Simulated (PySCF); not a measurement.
# C2H6O2Si2: the cost of one run

The runs use PySCF 2.14.0, with density-fitted response routines of our own; the level of theory stands in each step. All values are computed, except where a source is named. Atoms are numbered from 0 throughout.

### 1 Starting geometry

12 atoms, charge 0, multiplicity 1; geometry from: GFN2-xTB. The atoms were then displaced at random by about 0.01 Å, so the start is not that level's minimum.

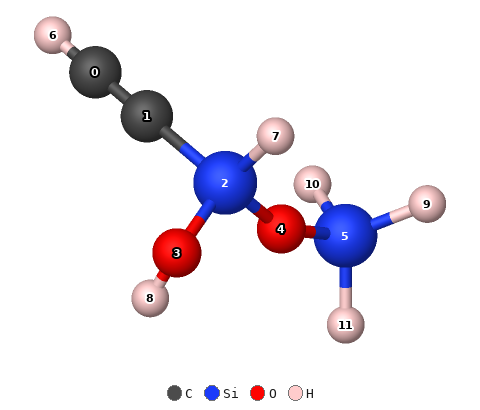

The starting geometry (carbon dark grey, silicon blue, oxygen red, hydrogen pink), atoms numbered.

### 2 Geometry optimisation at PBE0-D3(BJ)/def2-SVP

What the job is given:

```
{"job": {"xc": "PBE0", "basis": "def2-SVP", "d3": "d3bj", "grid": 1, "shake": 0.01, "kind": "geom"}, "charge": 0, "multiplicity": 1}
C      2.260260    -1.310930     1.355790
C      1.540930    -0.390590     0.956040
Si     0.443920     0.996400     0.350960
O      1.303880     2.028700    -0.601650
O     -0.750000     0.313040    -0.497130
Si    -2.034940    -0.619900    -0.755150
H      2.859120    -2.073160     1.696130
H     -0.044570     1.843340     1.415770
H      1.560010     1.785760    -1.453010
H     -3.150660    -0.088150     0.031910
H     -1.706970    -1.987020    -0.320660
H     -2.241290    -0.525760    -2.188030
```

On the command line:

```sh
$ OMP_NUM_THREADS=1 python probes_run.py task.json out
```

The driver reads the jobs from task.json and runs them one after another.

**Question.** How long does this first job take on 1 thread of Arm Neoverse N1, shared host, and how much memory does it need?

About 2.2 min, with a peak of 0.52 GiB.
